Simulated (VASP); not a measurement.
Band structure of Yb (fcc). These are SCAN meta-GGA, VASP's PBE PAW potentials (set 64) (plane waves; VASP 6.6.1) values and carry that method's errors.

The 4f electrons are frozen in the core of the lanthanide potential, so 4f levels, which can set the real gap, and their magnetism are missing.

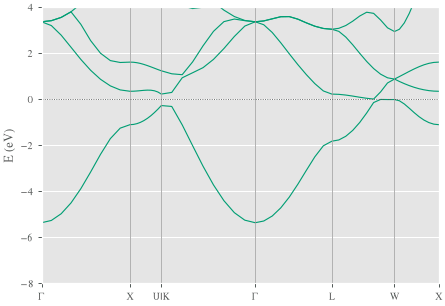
Figure. Bands along high-symmetry lines, zero at the valence-band maximum or, without a gap, the Fermi level

### Question
Read the plot: is there a gap, and where are the band edges?

### Answer
It has no gap at this level: it comes out as a metal or semimetal.

The compound is Yb in the fcc structure. It was relaxed first, which changed the volume by -9 %.
